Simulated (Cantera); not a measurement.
Charge: 1 mol Si₂Cl₆, 1.3 mol HCl, a varied amount of H₂, at 975 K and 1.28 Torr.

These are equilibrium values from Cantera (NASA tables, ideal gas, pure condensed phases), not measurements of a reactor. Candidate condensed phases: Si; 19 gas species. The feed counts by its element totals alone. The tables' values for SiCl₃ are old estimates; treat these amounts as uncertain. The numbers say what is thermodynamically allowed, not how fast it happens.

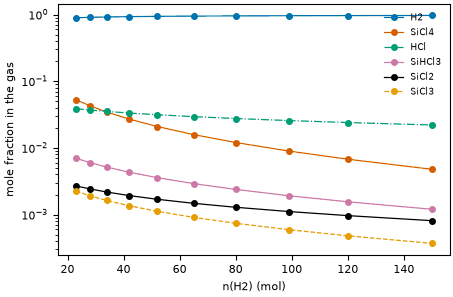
Figure. Equilibrium gas composition (values under 1e-9 drawn at 1e-9)

Task: Read off the mole fractions at 52 mol H₂.

Result: H₂ about 0.94, HCl about 0.031, SiCl₄ about 0.021, SiHCl₃ about 0.0036, SiCl₂ about 0.0017, SiCl₃ about 0.0011.
